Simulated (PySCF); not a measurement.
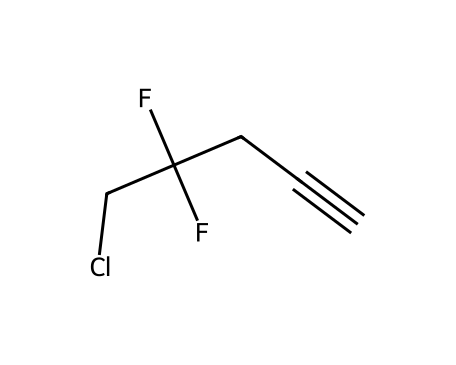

2D structure.

Transcribe the drawing into SMILES.

Answer. C#CCC(F)(F)CCl

What is the molecular formula?

Answer. C5H5ClF2.

An optimisation with GFN2-xTB gave a structure of which point group?

Answer. C1. Other conformers may differ.

More results for the same structure follow; atom numbers are the same in all pictures, views and colours differ. The computed structure is the end point of a GFN2-xTB optimisation. No frequency run is at hand to confirm it as a minimum.

### Shape

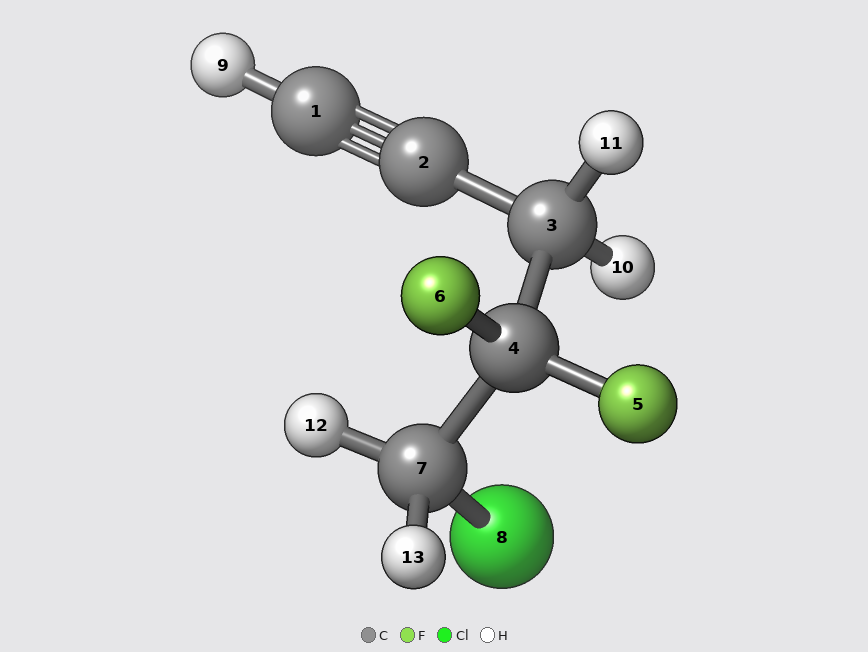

The atoms are numbered. No frequency run is at hand to confirm it as a minimum.

How are the neighbours of atom 7 arranged?

Answer. C7 has 4 neighbours (C4 at 1.53, Cl8 at 1.77, H12 at 1.09, H13 at 1.09 Å); the arrangement is tetrahedral.

How are the neighbours of atom 4 arranged?

Answer. C4 has 4 neighbours (C3 at 1.53, F5 at 1.36, F6 at 1.37, C7 at 1.53 Å); the arrangement is tetrahedral.

How are the neighbours of atom 1 arranged?

Answer. C1 has 2 neighbours (C2 at 1.20, H9 at 1.05 Å); the arrangement is linear.

What is the geometry at C2?

Answer. C2 has 2 neighbours (C1 at 1.20, C3 at 1.45 Å); the arrangement is linear.

What is the dihedral angle C2–C3–C4–C7?

Answer. 55° in size, that is gauche.

### Dipole moment

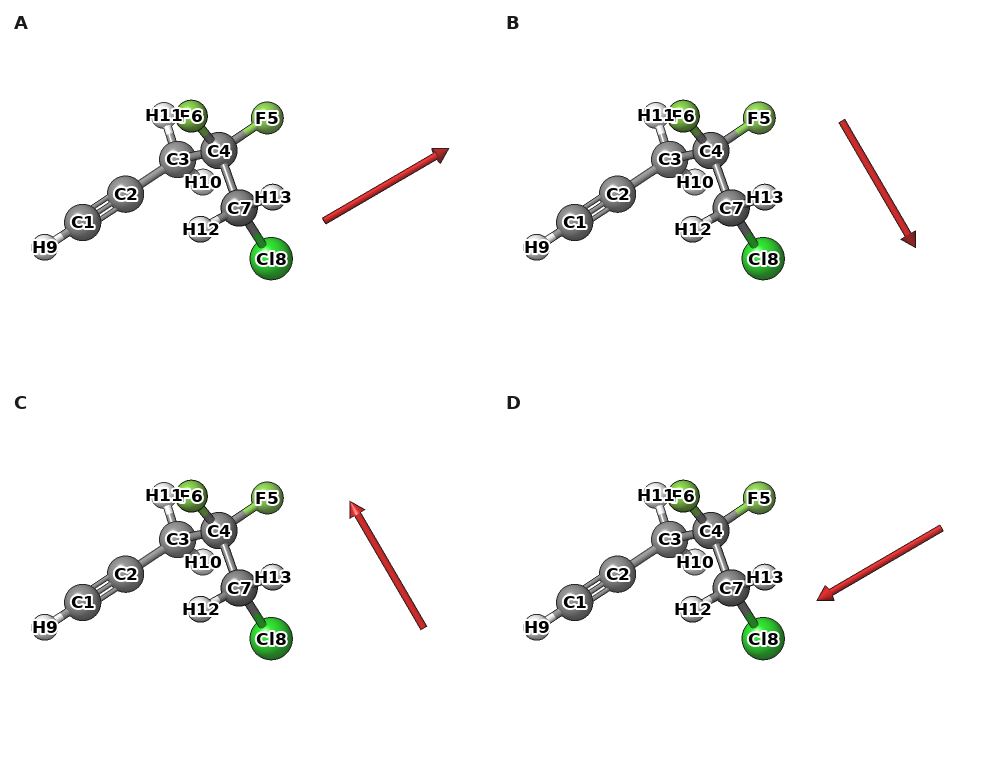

The same molecule four times, each with an arrow. No frequency run is at hand to confirm it as a minimum. Method: PBE0/pcSseg-1, gas phase (PySCF 2.14.0).

Which arrow points along the dipole moment, from the negative to the positive end?

Answer. D. The dipole moment is 1.30 D; it points from the side of F5 to the side of H9 (the outermost atoms at the two ends).

### Polarisability

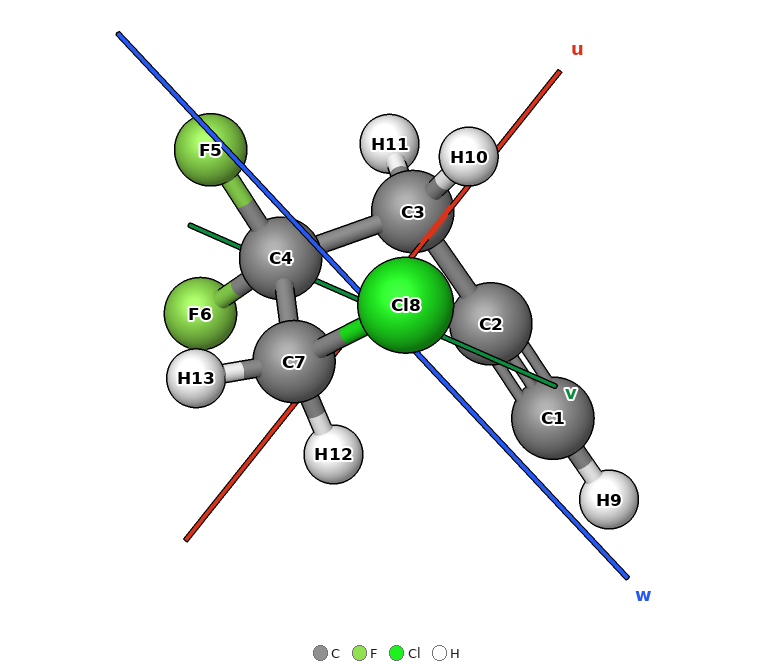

The lines u, v and w are the principal axes of the static dipole polarisability. No frequency run is at hand to confirm it as a minimum. Level of theory: PBE0/def2-SVPD (PySCF 2.14.0).

Along which axis is the molecule most polarisable, and along which least?

Answer. Most along w (close to the long direction C1···F5), least along u.

Give the three principal values.

Answer. u 62.1, v 69.7, w 82.6 bohr³; mean 71.5, anisotropy 18.0 bohr³.

### NMR shielding

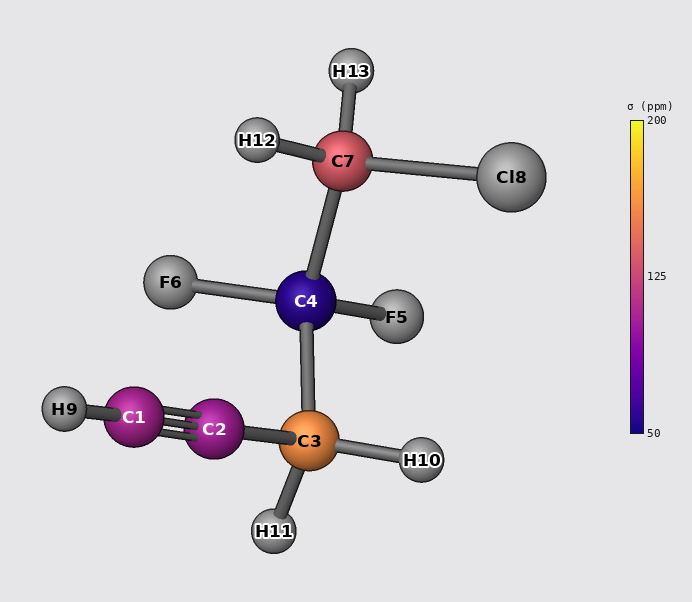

Atoms are coloured by their isotropic NMR shieldings (C only, the others grey). No frequency run is at hand to confirm it as a minimum. Method: GIAO PBE0/pcSseg-1 NMR shielding, non-relativistic, gas phase (PySCF 2.14.0).

Give the isotropic NMR shieldings of the C atoms atom by atom.

```json
{"atom": "C1", "σ (ppm)": "107.7"}
{"atom": "C2", "σ (ppm)": "105.0"}
{"atom": "C3", "σ (ppm)": "159.2"}
{"atom": "C4", "σ (ppm)": "57.1"}
{"atom": "C7", "σ (ppm)": "136.0"}
```
